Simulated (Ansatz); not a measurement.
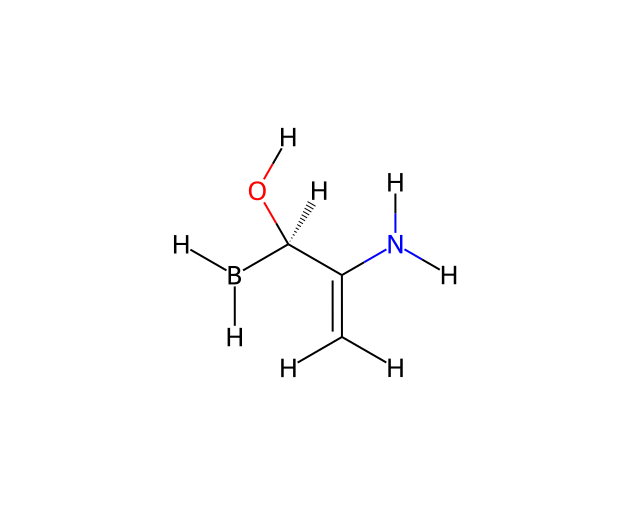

Source: calculation with Ansatz.

Skeletal drawing of a molecule.

Q: Transcribe the drawing into SMILES.

A: B[C@@H](O)C(=C)N

Q: What is the molecular formula?

A: C3H8BNO.

Q: An optimisation with PBE-D4/def2-SVP gave a structure of which point group?

A: C1.
